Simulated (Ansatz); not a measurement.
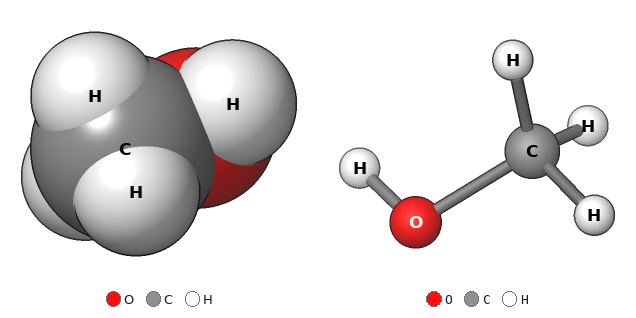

Two views of one molecule.

The geometry was computed by an optimisation with PBE0-D4/def2-TZVP.

**Which formula does it have?**

CH₄O, 6 atoms: 1 carbon, 4 hydrogen and 1 oxygen.

**How many atoms are distinct by symmetry?**

5: 1 O, 1 C, 1 H, 2 H, 1 H.

**Give the symmetry (Schoenflies symbol).**

Cs.

**Count the bonded pairs by element.**

3 C–H, 1 C–O, 1 O–H. Sticks follow a distance rule.

More results for the same structure follow; atom numbers are the same in all pictures, views and colours differ.

## Electronic properties

Method: RKS PBE0-D4/def2-TZVPP (Ansatz 0.2.0).

**What is the HOMO energy (Kohn–Sham orbital)?**

−7.89 eV.

**Estimate the HOMO–LUMO gap.**

8.99 eV.

## Dipole moment

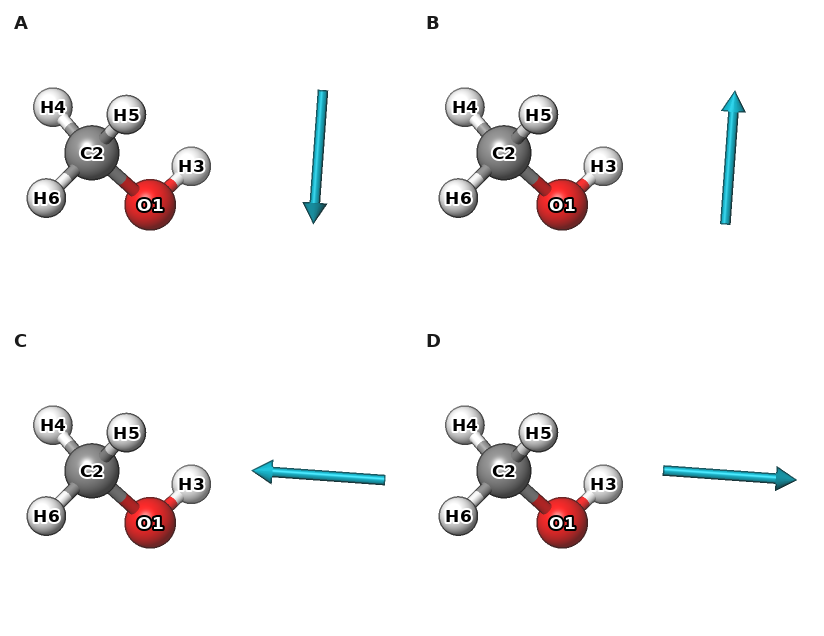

The same molecule four times, each with an arrow. Method: RKS PBE0-D4/def2-TZVP (Ansatz 0.2.0).

**Which arrow points along the dipole moment, from the negative to the positive end?**

B. The dipole moment is 1.67 D; it points from the side of O1, H6 to the side of H4, H5 (the outermost atoms at the two ends).

## Charges

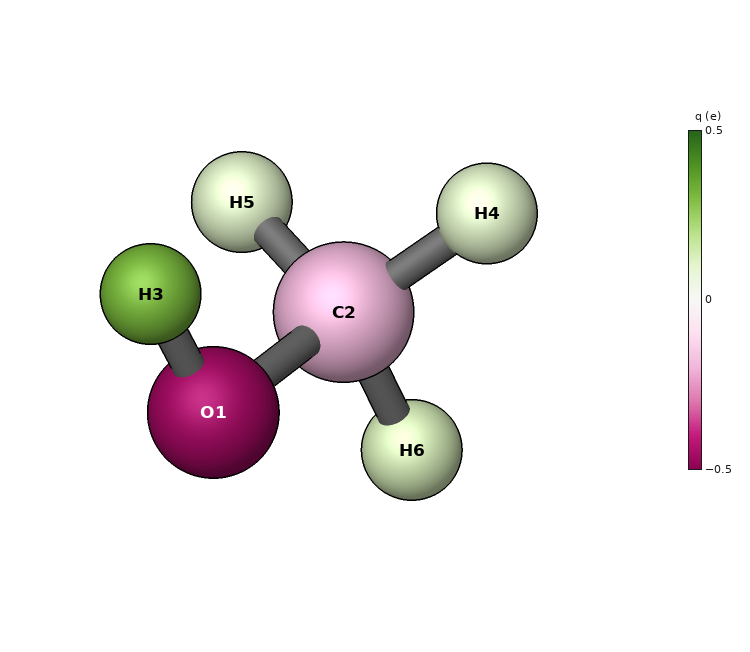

Atoms are coloured by their Mulliken charges. Method: RKS PBE0-D4/def2-TZVP (Ansatz 0.2.0).

Give the Mulliken charges atom by atom.

```tsv
atom	value (e)
O1	−0.46
C2	−0.19
H3	0.31
H4	0.11
H5	0.11
H6	0.13
```

## Thermal motion

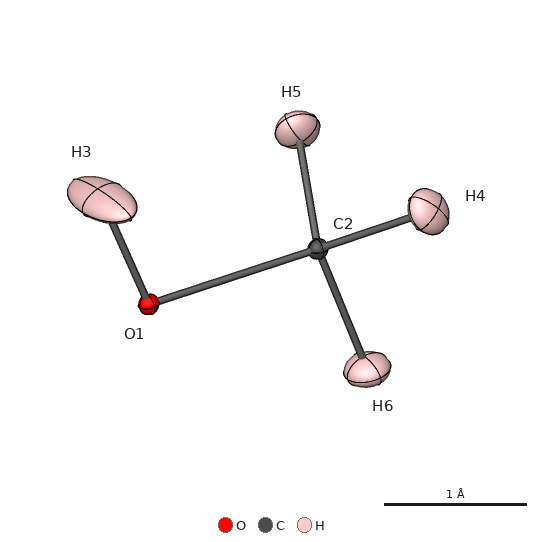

Displacement ellipsoids at the 50 % level, from the internal vibrations of the free molecule (harmonic, no overall translation or rotation; no half-axis is drawn under 0.075 Å). Vibrations computed with RKS PBE0-D4/def2-TZVP (Ansatz 0.2.0). Temperature: 298 K.

List U_eq and the three principal root-mean-square amplitudes for each kind of atom.

| atom | U_eq (Å²) | rms amplitudes (Å) |
| --- | --- | --- |
| O1 | 0.00032 | 0.009, 0.020, 0.022 |
| C2 | 0.00044 | 0.017, 0.017, 0.027 |
| H3 | 0.0269 | 0.064, 0.111, 0.253 |
| H4, H5 | 0.0095 | 0.072, 0.104, 0.112 |
| H6 | 0.0102 | 0.072, 0.107, 0.118 |

Mulliken values depend strongly on the basis set and can even reverse the polarity of a bond.
